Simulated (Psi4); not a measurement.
**C2H4Si (Si(CCH)H3): HF/cc-pVTZ-F12 (density fitting)**

Aim: the vertical electron affinity of C2H4Si (Si(CCH)H3) at HF/cc-pVTZ-F12 (density fitting), from 2 runs. 

The results are computed with Psi4 1.11.

4 further runs of the same task are left out: 4 set aside as unsound or not needed.

## (1) Starting point

C2H4Si: 7 atoms, total charge 0, spin state singlet. As SMILES, `[H][Si]([H])([H])C#C`. The shape is that of a GFN2-xTB optimisation.

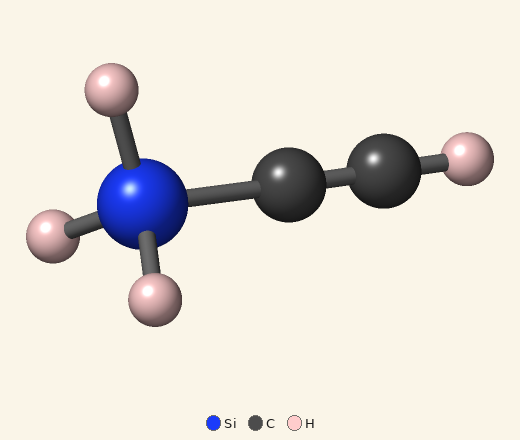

The structure, seen from a chosen angle (silicon blue, carbon dark grey, hydrogen pink).

## (2) Energy and forces at HF/cc-pVTZ-F12 (density fitting)

c2h4si.dat

```
memory 1600 mb

molecule {
  0 1
  Si    -0.001310     0.003080    -1.091050
  C     -0.008950     0.001360     0.757280
  C      0.000000    -0.004760     1.959370
  H      0.006250    -0.009300     3.011790
  H      1.393830     0.007600    -1.537640
  H     -0.698780     1.206490    -1.549220
  H     -0.691030    -1.204480    -1.550540
  units angstrom
}

set basis cc-pVTZ-F12
set reference rhf

e, wfn = gradient("scf", return_wfn=True)
```

On the command line:

```sh
$ psi4 -n 1 c2h4si.dat c2h4si.out
```

c2h4si.out:

```text
[...]
  Running in c1 symmetry.
[...]
  Nuclear repulsion =   82.929912490938520
[...]
  Multiplicity = 1
[...]
  Nalpha       = 15
  Nbeta        = 15
[...]
    Number of basis functions: 240
[...]
   @DF-RHF iter   1:  -366.89966646871835   -9.69856e-01   1.61248e-03 ADIIS/DIIS
[...]
   @DF-RHF iter  10:  -366.98875194134348   -3.35376e-11   3.11616e-09 DIIS
[...]
    Orbital Energies [Eh]
    ---------------------
    Doubly Occupied:
       1A    -68.787685     2A    -11.238802     3A    -11.219136
       4A     -6.135577     5A     -4.242236     6A     -4.241912
       7A     -4.241909     8A     -1.027070     9A     -0.780644
      10A     -0.716909    11A     -0.555251    12A     -0.505736
      13A     -0.505700    14A     -0.403501    15A     -0.403455
[...]
  @DF-RHF Final Energy:  -366.98875194134348
   => Energetics <=
    Nuclear Repulsion Energy =             82.9299124909385199
    One-Electron Energy =                -669.8262781342784820
    Two-Electron Energy =                 219.9076137019965245
    Total Energy =                       -366.9887519413434802
[...]
 Multipole Moments:
 ------------------------------------------------------------------------------------
     Multipole            Electronic (a.u.)      Nuclear  (a.u.)        Total (a.u.)
 ------------------------------------------------------------------------------------
 L = 1.  Multiply by 2.5417464519 to convert [e a0] to [Debye]
 Dipole X            :         -0.0137198            0.0186028            0.0048829
 Dipole Y            :          0.0009269           -0.0027185           -0.0017916
 Dipole Z            :          1.6461006           -1.5771907            0.0689099
 Magnitude           :                                                    0.0691059
[...]
  -Total Gradient:
     Atom            X                  Y                   Z
    ------   -----------------  -----------------  -----------------
       1        0.000023146300     0.000022127304    -0.010337108238
       2       -0.000618276748     0.000314074184    -0.029275310926
       3        0.000480035863    -0.000273737963     0.035171826523
       4        0.000005442782     0.000012430552    -0.002536070380
       5       -0.001438300914    -0.000020409793     0.002328897230
       6        0.000786313507    -0.001396606884     0.002332973550
       7        0.000761639210     0.001342122599     0.002314792248
[...]
```

It took 14 s on 1 thread of AMD EPYC 7R43 (Zen 3), shared host; peak memory 0.58 GiB.

## (3) The doublet anion, same level

c2h4si.in

```
memory 1.6 GB

molecule mol {
  -1 2
  Si    -0.001310     0.003080    -1.091050
  C     -0.008950     0.001360     0.757280
  C      0.000000    -0.004760     1.959370
  H      0.006250    -0.009300     3.011790
  H      1.393830     0.007600    -1.537640
  H     -0.698780     1.206490    -1.549220
  H     -0.691030    -1.204480    -1.550540
  units angstrom
}

set globals {
  basis     cc-pVTZ-F12
  reference uhf
}

e_tot, wfn = gradient("scf", return_wfn=True)
```

On the command line:

```sh
$ psi4 -i c2h4si.in -o c2h4si.out -n 1
```

c2h4si.out:

```text
[...]
  Running in c1 symmetry.
[...]
  Nuclear repulsion =   82.929912490938520
[...]
  Multiplicity = 2
[...]
  Nalpha       = 16
  Nbeta        = 15
[...]
    Number of basis functions: 240
[...]
   @DF-UHF iter   1:  -366.66125186814702   -7.31442e-01   2.47521e-03 DIIS/ADIIS
[...]
   @DF-UHF iter  23:  -366.95105137624250   -1.52568e-10   8.60930e-09 DIIS
[...]
   @S^2 Observed:                7.501448215E-01
[...]
    Orbital Energies [Eh]
    ---------------------
    Alpha Occupied:
       1A    -68.661198     2A    -11.135729     3A    -11.120230
       4A     -6.009957     5A     -4.116382     6A     -4.115668
       7A     -4.115665     8A     -0.927713     9A     -0.672896
      10A     -0.610938    11A     -0.440392    12A     -0.381579
      13A     -0.381544    14A     -0.301246    15A     -0.301189
      16A      0.035369
    Alpha Virtual:
      17A      0.102878    18A      0.126648    19A      0.126666
      20A      0.138880    21A      0.163941    22A      0.163982
      23A      0.215252    24A      0.219078    25A      0.219239
[...]
  @DF-UHF Final Energy:  -366.95105137624250
   => Energetics <=
    Nuclear Repulsion Energy =             82.9299124909385199
    One-Electron Energy =                -673.2202649443565861
    Two-Electron Energy =                 223.3393010771756053
    Total Energy =                       -366.9510513762425035
  UHF NO Occupations:
  HONO-2 :   14  A 1.9999847
  HONO-1 :   15  A 1.9999845
[...]
 Multipole Moments:
 ------------------------------------------------------------------------------------
     Multipole            Electronic (a.u.)      Nuclear  (a.u.)        Total (a.u.)
 ------------------------------------------------------------------------------------
 L = 1.  Multiply by 2.5417464519 to convert [e a0] to [Debye]
 Dipole X            :         -0.0440621            0.0186028           -0.0254593
 Dipole Y            :         -0.0046180           -0.0027185           -0.0073365
 Dipole Z            :          8.3701016           -1.5771907            6.7929109
 Magnitude           :                                                    6.7929626
[...]
  -Total Gradient:
     Atom            X                  Y                   Z
    ------   -----------------  -----------------  -----------------
       1       -0.000016031884    -0.000007343941     0.006896486069
       2       -0.000613436266     0.000321786469    -0.033428191030
       3        0.000451561771    -0.000252405008     0.031087847144
       4        0.000029353597     0.000001335277    -0.001637588062
       5       -0.000968286681    -0.000016480085    -0.000969237469
       6        0.000568291030    -0.000991943442    -0.000964935324
       7        0.000548548433     0.000945050730    -0.000984381328
[...]
```

Run time: 22 s. Hardware: 1 thread of AMD EPYC 7R43 (Zen 3), shared host; peak memory 0.58 GiB.

## (4) Summary of results

At HF/cc-pVTZ-F12 (density fitting):

| quantity | value |
| --- | --- |
| singlet C2H4Si: total energy | -366.98875 Eh |
| singlet C2H4Si: dipole moment | 0.18 D |
| singlet C2H4Si: HOMO energy | -10.98 eV |
| singlet C2H4Si: LUMO energy | 1.05 eV |
| singlet C2H4Si: HOMO–LUMO gap | 12.03 eV |
| singlet C2H4Si: largest force on an atom | 1.809 eV/Å |
| doublet anion: total energy | -366.95105 Eh |
| doublet anion: HOMO energy (highest over α and β) | 0.96 eV |
| doublet anion: LUMO energy (lowest over α and β) | 2.80 eV |
| doublet anion: ⟨S²⟩ | 0.750 |
| doublet anion: largest force on an atom | 1.719 eV/Å |
| vertical electron affinity (to the doublet anion) | -1.026 eV |

In words: The anion lies 1.03 eV (99 kJ/mol) above the neutral: the electron isn't bound at this level, and such a value depends on the basis. Hartree–Fock misses the correlation that binds many anions. The largest force (singlet C2H4Si) is 1.81 eV/Å: the shape isn't a stationary point for this species at this level. The HOMO (doublet anion) lies at positive energy, 0.96 eV: the electron is unbound at this level or held by a compact basis; values depend on the basis.
